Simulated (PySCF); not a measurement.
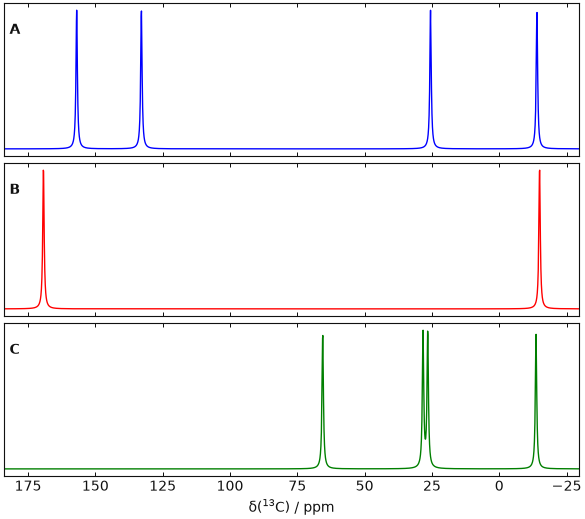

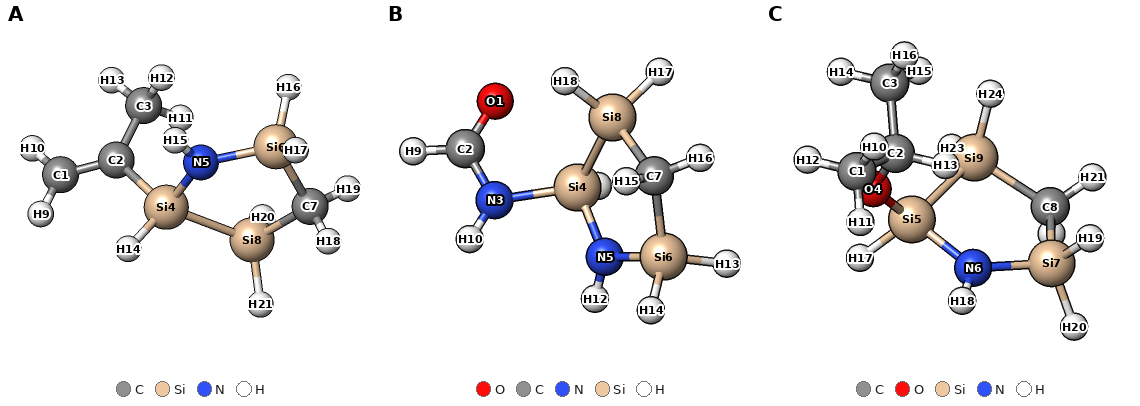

Related molecules: A is C₄H₁₃NSi₃, SMILES C=C(C)[Si@@H]1N[SiH2]C[SiH2]1; B is C₂H₁₀N₂OSi₃, SMILES O=CN[Si@@H]1N[SiH2]C[SiH2]1; C is C₄H₁₅NOSi₃, SMILES CC(C)O[Si@@H]1N[SiH2]C[SiH2]1. GIAO ¹³C shifts against TMS, PBE0/pcSseg-1 in PySCF, at a GFN2-xTB geometry (no frequency check); fully decoupled, line heights follow the number of nuclei within a panel, widths are arbitrary (no quadrupolar broadening); values of one conformer, averaged over methyl-type rotors and exact or near symmetry; other conformers aren't averaged in.

Assign the ¹³C signals of each molecule.

A: 156.9 (C2); 132.9 (C1); 25.5 (C3); −14.0 (C7)
B: 169.3 (C2); −15.0 (C7)
C: 65.6 (C2); 28.3 (C1); 26.6 (C3); −13.7 (C8)

The order of signals that lie close, as those under 2 ppm apart, is within the error of the method.

Limits of at least one run: the tight-binding geometry is rougher than a DFT one and adds to the error.
